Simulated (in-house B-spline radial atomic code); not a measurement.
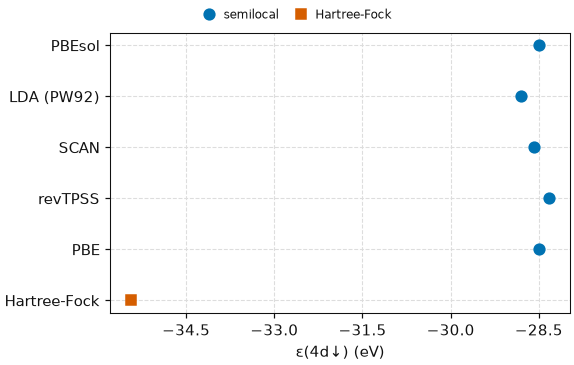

Ag²⁺ (Z = 47, 45 electrons) in the configuration [Kr] 4d9 (high spin). All runs are scalar-relativistic, spin-polarised and spherical, computed with an in-house B-spline radial code (spin-free X2C). Hartree-Fock is the average over the configuration. The plot shows the eigenvalue (eV) of the 4d down orbital by 6 methods.

> Rank the methods.

The deepest is Hartree-Fock (−35.4) and the shallowest revTPSS (−28.3), a spread of 7.10 eV. In order (eV): Hartree-Fock (−35.4), LDA (PW92) (−28.8), SCAN (−28.6), PBEsol (−28.5), PBE (−28.5), revTPSS (−28.3). On the whole, exact exchange removes self-interaction and deepens occupied levels. The semi-empirical ionisation energy (NIST) is 34.8 eV, and minus the eigenvalue comes closest to it for Hartree-Fock.
